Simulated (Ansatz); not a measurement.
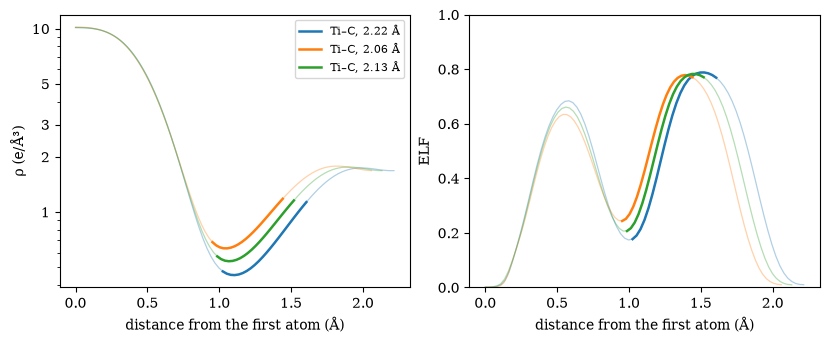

The picture shows: Ti₄C₃. Valence pseudo-density and electron localisation function along straight lines between neighbouring atoms. Thin, pale parts lie inside the atomic spheres.

Space group R-3m; a generated structure, not necessarily the stable one; changed on purpose from its base cell (volume × 0.97, shape and atoms relaxed); computed pressure about 6 GPa in this cell; computed without spin polarisation.

These are results of DFT PBE, scalar-relativistic, plane waves, PAW in Ansatz 0.2.0, not measurements.

Core electrons are frozen (PAW), and the valence fields are smoothed inside the atomic spheres.

> What can be read from the curves?

Ti–C (2.22 Å): ρ is about 0.45 e/Å³ halfway; the ELF peaks at about 0.80 in the valence shell of C, 0.7 Å from its nucleus, and is about 0.25 at the midpoint.
Ti–C (2.06 Å): ρ at the midpoint is about 0.63 e/Å³; the ELF peaks at about 0.80 in the valence shell of C, 0.7 Å from its nucleus, and is about 0.30 at the midpoint.
Ti–C (2.13 Å): ρ is about 0.54 e/Å³ halfway; the ELF peaks at about 0.80 in the valence shell of C, 0.7 Å from its nucleus, and is about 0.25 at the midpoint.
